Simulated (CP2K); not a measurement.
# CHBO2S (SMILES O=C1OB1S): PM3

What is the vertical singlet–triplet gap of CHBO2S at PM3? 

The results are computed with CP2K 2026.2.

2 further runs of the same task are left out: 2 set aside as unsound or not needed.

## 1. The structure to begin with

CHBO2S has 6 atoms, charge 0, and is taken as a singlet. As SMILES, `O=C1OB1S`. The shape is that of a GFN2-xTB optimisation. This is one conformer, not always the lowest.

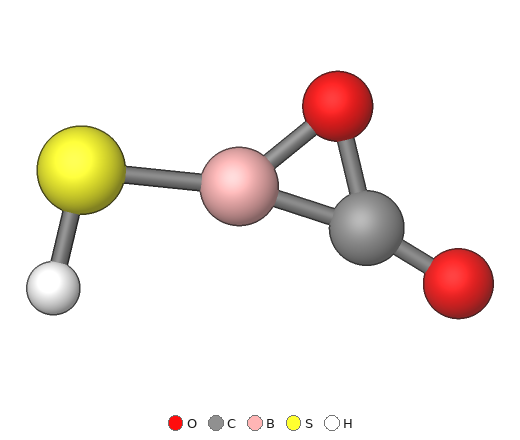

The structure, seen from a chosen angle (oxygen red, carbon grey, boron pink, sulfur yellow, hydrogen white).

## 2. Energy and forces at PM3

The input, molecule.inp:

```
&GLOBAL
  PROJECT molecule
  RUN_TYPE ENERGY_FORCE
  PRINT_LEVEL MEDIUM
&END GLOBAL

&FORCE_EVAL
  METHOD QUICKSTEP
  &DFT
    CHARGE 0
    MULTIPLICITY 1
    &QS
      METHOD PM3
      EPS_DEFAULT 1.0E-10
      &SE
        &COULOMB
          CUTOFF [angstrom] 50
          RC_RANGE [angstrom] 0
        &END COULOMB
        &EXCHANGE
          CUTOFF [angstrom] 50
          RC_RANGE [angstrom] 0
        &END EXCHANGE
      &END SE
    &END QS
    ! isolated system
    &POISSON
      PERIODIC NONE
      POISSON_SOLVER ANALYTIC
    &END POISSON
    &SCF
      SCF_GUESS ATOMIC
      EPS_SCF 1.0E-07
      MAX_SCF 40
      &OT ON
        MINIMIZER DIIS
        PRECONDITIONER FULL_ALL
      &END OT
      &OUTER_SCF
        EPS_SCF 1.0E-07
        MAX_SCF 10
      &END OUTER_SCF
    &END SCF
    &PRINT
      &MOMENTS
        PERIODIC F
        REFERENCE COM
        MAX_MOMENT 1
      &END MOMENTS
      &MO_CUBES
        NLUMO 5
        NHOMO -1
        WRITE_CUBE F
      &END MO_CUBES
      &HIRSHFELD OFF
      &END HIRSHFELD
    &END PRINT
  &END DFT
  ! atoms, cell and kinds
  &SUBSYS
    &CELL
      ABC [angstrom] 17.9 19.7 18.8
      PERIODIC NONE
    &END CELL
    &COORD
      O      0.962930    -1.451620     1.612750
      C      0.520480    -0.905420     0.661670
      O      0.350680    -1.251080    -0.659210
      B     -0.085390     0.032780    -0.310240
      S     -0.826000     1.368870    -1.168570
      H     -0.922700     2.206470    -0.136420
    &END COORD
    &TOPOLOGY
      &CENTER_COORDINATES
      &END CENTER_COORDINATES
    &END TOPOLOGY
  &END SUBSYS
  &PRINT
    &FORCES ON
    &END FORCES
  &END PRINT
&END FORCE_EVAL
```

On the command line:

```console
$ OMP_NUM_THREADS=1 cp2k.psmp -i molecule.inp > molecule.out 2>&1
```

What it wrote, cut to the lines that bear on the results:

```text
CP2K| version string:                                       CP2K version 2026.2
[...]
 GLOBAL| Method name                                                        CP2K
[...]
 GLOBAL| Run type                                                   ENERGY_FORCE
[...]
                             - Atoms:                                          6
[...]
                             - Spherical basis functions:                     21
[...]
 Number of electrons:                                                         26
[...]
     1 OT DIIS     0.15E+00    0.0     0.32982966       -31.6944855199 -3.17E+01
[...]
     8 OT DIIS     0.15E+00    0.0     0.00000007       -35.4830974309 -3.97E-12
  *** SCF run converged in     8 steps ***
  Core-core repulsion energy [eV]:                           1566.86968204355048
  Core Hamiltonian energy [eV]:                             -1548.76788895869277
  Two-electron integral energy [eV]:                        -1967.29195539322131
  Electronic energy [eV]:                                   -2532.41386665530308
  Total energy [eV]:                                         -965.54418461175271
  Atomic reference energy [eV]:                               962.15040079836206
  Heat of formation [kcal/mol]:                               -78.26252016054437
[...]
 SE_DIPOLE| Moment [Debye]          0.46146588      -1.61315637      -0.80281580
 SE_DIPOLE| Derivative [a.u.]       0.00000000       0.00000000       0.00000000
 *** WARNING in qs_scf_post_se.F:140 :: Printing of MO cube files not ***
 *** implemented for Semi-Empirical method.                           ***
 ENERGY| Total FORCE_EVAL ( QS ) energy [hartree]            -35.483097430898248
 FORCES| Atomic forces [hartree/bohr]
 FORCES|   Atom     x               y               z               |f|
 FORCES|      1  6.38760945E-03 -1.00751004E-02  9.87965529E-03   1.54892476E-02
 FORCES|      2  8.87059920E-04 -2.80057506E-03 -9.47674362E-04   3.08677545E-03
 FORCES|      3  5.98494005E-03 -1.13344536E-02  5.98617237E-03   1.41465050E-02
 FORCES|      4 -1.53906123E-02  2.69450345E-02 -1.92537063E-02   3.65186396E-02
 FORCES|      5  1.82785857E-03  1.52213216E-04  8.04166602E-03   8.24818939E-03
 FORCES|      6  3.03144328E-04 -2.88711873E-03 -3.70611299E-03   4.70771968E-03
 FORCES| Sum     1.38777878E-17  6.10622664E-16  6.66133815E-16
 FORCES| Total atomic force                                       9.03762629E-16
[...]
```

It took 1.3 s on 1 thread of Intel Xeon 6975P-C (Granite Rapids), shared host; peak memory 0.19 GiB.

## 3. The triplet at the same level

The input, gas.inp:

```
&GLOBAL
    PROJECT_NAME gas
    RUN_TYPE ENERGY_FORCE
    PRINT_LEVEL MEDIUM
&END

&FORCE_EVAL
    METHOD QUICKSTEP
    &DFT
        CHARGE 0
        MULTIPLICITY 3
        UNRESTRICTED_KOHN_SHAM T
        &QS
            METHOD PM3
            EPS_DEFAULT 1.0E-10
            &SE
                &COULOMB
                    CUTOFF [angstrom] 50
                    RC_RANGE [angstrom] 0
                &END
                &EXCHANGE
                    CUTOFF [angstrom] 50
                    RC_RANGE [angstrom] 0
                &END
            &END
        &END
        ! cluster boundary conditions
        &POISSON
            PERIODIC NONE
            POISSON_SOLVER ANALYTIC
        &END
        &SCF
            SCF_GUESS ATOMIC
            EPS_SCF 1.0E-07
            MAX_SCF 150
            ADDED_MOS 4
            &DIAGONALIZATION
                ALGORITHM STANDARD
            &END
            &MIXING
                METHOD DIRECT_P_MIXING
                ALPHA 0.4
            &END
        &END
        ! extra output
        &PRINT
            &MOMENTS
                PERIODIC F
                REFERENCE COM
                MAX_MOMENT 1
            &END
            &MO ON
                ENERGIES T
                OCCUPATION_NUMBERS T
                NDIGITS 6
                &EACH
                    QS_SCF 0
                &END
                ADD_LAST NUMERIC
            &END
            &HIRSHFELD OFF
            &END
        &END
    &END
    ! structure
    &SUBSYS
        &CELL
            ABC [angstrom] 17.9 19.7 18.8
            PERIODIC NONE
        &END
        &COORD
            O      0.962930    -1.451620     1.612750
            C      0.520480    -0.905420     0.661670
            O      0.350680    -1.251080    -0.659210
            B     -0.085390     0.032780    -0.310240
            S     -0.826000     1.368870    -1.168570
            H     -0.922700     2.206470    -0.136420
        &END
        &TOPOLOGY
            &CENTER_COORDINATES
            &END
        &END
    &END
    ! extra output
    &PRINT
        &FORCES ON
        &END
    &END
&END
```

On the command line:

```console
$ OMP_NUM_THREADS=1 cp2k.psmp gas.inp > gas.out
```

What it wrote, cut to the lines that bear on the results:

```text
CP2K| version string:                                       CP2K version 2026.2
[...]
 GLOBAL| Method name                                                        CP2K
[...]
 GLOBAL| Run type                                                   ENERGY_FORCE
[...]
                             - Atoms:                                          6
[...]
                             - Spherical basis functions:                     21
[...]
 Number of electrons:                                                         14
[...]
     1 P_Mix/Diag. 0.40E+00    0.0     0.38101752       -30.0458020036 -3.00E+01
[...]
   128 DIIS/Diag.  0.80E-07    0.0     0.00000010       -35.4124748735 -1.42E-13
  *** SCF run converged in   128 steps ***
  Core-core repulsion energy [eV]:                           1566.86968204355048
  Core Hamiltonian energy [eV]:                             -1527.16945500816337
  Two-electron integral energy [eV]:                        -2006.64534825977103
  Electronic energy [eV]:                                   -2530.49212913804877
  Total energy [eV]:                                         -963.62244709449840
  Atomic reference energy [eV]:                               962.15040079836206
  Heat of formation [kcal/mol]:                               -33.94619671237183
[...]
 SE_DIPOLE| Moment [Debye]          0.55966812      -2.10184292      -1.23367208
 SE_DIPOLE| Derivative [a.u.]       0.00000000       0.00000000       0.00000000
 ENERGY| Total FORCE_EVAL ( QS ) energy [hartree]            -35.412474873538166
 FORCES| Atomic forces [hartree/bohr]
 FORCES|   Atom     x               y               z               |f|
 FORCES|      1  4.31328475E-04  8.60409298E-04  3.27516029E-03   3.41365250E-03
 FORCES|      2  2.21676953E-02 -4.93305285E-02  9.80547586E-03   5.49641257E-02
 FORCES|      3  1.64109632E-02 -2.82403781E-02  2.13901247E-02   3.90432594E-02
 FORCES|      4 -4.90951587E-02  9.37502940E-02 -4.81168582E-02   1.16252674E-01
 FORCES|      5  9.11432531E-03 -1.22686784E-02  1.77571237E-02   2.34287609E-02
 FORCES|      6  9.70846392E-04 -4.77111828E-03 -4.11102640E-03   6.37233477E-03
 FORCES| Sum     1.11022302E-16 -2.77555756E-16 -7.49400542E-16
 FORCES| Total atomic force                                       8.06823600E-16
[...]
```

It took 1.3 s on 1 thread of Intel Xeon 6975P-C (Granite Rapids), shared host; peak memory 0.19 GiB.

## 4. Outcome

At PM3:

```
                                          quantity           value
                             singlet: total energy    -35.48310 Eh
                            singlet: dipole moment          1.86 D
singlet: heat of formation at this unrelaxed shape  -78.3 kcal/mol
                 singlet: largest force on an atom      1.878 eV/Å
                             triplet: total energy    -35.41247 Eh
                            triplet: dipole moment          2.50 D
       triplet: HOMO energy (highest over α and β)        -9.05 eV
        triplet: LUMO energy (lowest over α and β)        -2.89 eV
triplet: heat of formation at this unrelaxed shape  -33.9 kcal/mol
                 triplet: largest force on an atom      5.978 eV/Å
  vertical energy of the triplet above the singlet        1.922 eV
```

What this shows: At this shape the triplet lies 1.92 eV (185 kJ/mol) above the singlet. The largest force (singlet) is 1.88 eV/Å: the shape isn't a stationary point for this species at this level.
